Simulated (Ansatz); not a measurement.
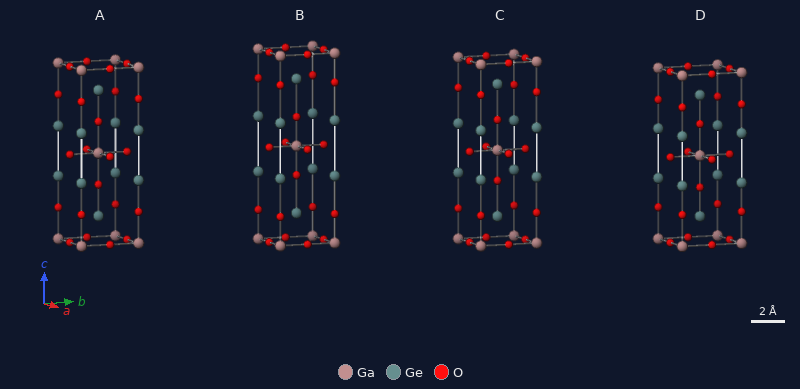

4 geometries from one relaxation of solid GaGe₂O₄ (built on the K2NiF4 type) (coarse preliminary run), in shuffled order. Style: ball-and-stick. Shown: the conventional cell (2 times the calculation's cell), slightly off an axis. Lengths and directions refer to the drawn axes.

Case: K2NiF4 type (I4/mmm, No. 139).

These are results of Ansatz, DFT PBE, scalar-relativistic, plane waves, PAW, not measurements. Set-up: plane-wave cutoff 420 eV; k-point mesh 6 × 6 × 6; occupations gaussian; smearing width 0.1 eV; no spin polarisation; cell and atoms relaxed; force threshold 0.04 eV/Å; at most 70 steps.

Q: Order the frames from highest to lowest energy.

A: B, C, A, D. They are steps 0, 1, 2, 11, at +296 meV per atom, +157 meV per atom, +44.2 meV per atom relative to the last. The largest moves relative to the cell, 0.34 Å, are those of O atoms. Largest moves by element: O 0.34 Å, Ge 0.01 Å. Ga stays in place. The drawn cell changes as follows: a = b 3.650 → 3.979 Å (+9.0 %), c 11.904 → 10.712 Å (−10.0 %); the volume changes by +6.9 %. Near-neighbour distances that change, for instance: Ge–O 2.386 → 1.814 Å, Ga–O 1.825 → 1.986 Å. The space group stays I4/mmm (No. 139). Over 8 accepted moves (11 points after the start) the energy falls by 296 meV per atom. Largest force component: 4.5 eV/Å at the start, 0.0013 eV/Å at the end. The pressure goes from 15.59 to 0.03 GPa. The line search rejected the trial step at point 3 of the run. At 2 points the geometry stayed and the basis and grid were re-selected for the new cell (energy shift of 11.6 meV per atom at most each time).

Limits of the set-up: an odd number of electrons was run without spin polarisation, which fails if the electron would localise.
